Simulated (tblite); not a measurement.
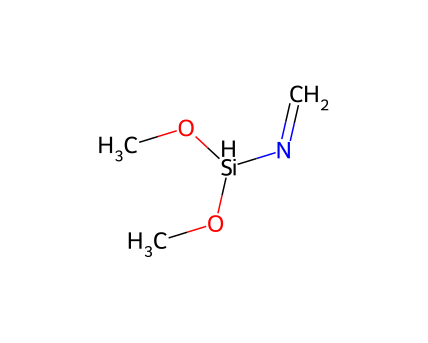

Source: calculation with tblite.

Skeletal drawing of a molecule.

Q: Transcribe the drawing into SMILES.

A: C=N[SiH](OC)OC

Q: What is the molecular formula?

A: C3H9NO2Si.

Q: An optimisation with GFN2-xTB gave a structure of which point group?

A: C1. Other conformers may differ.
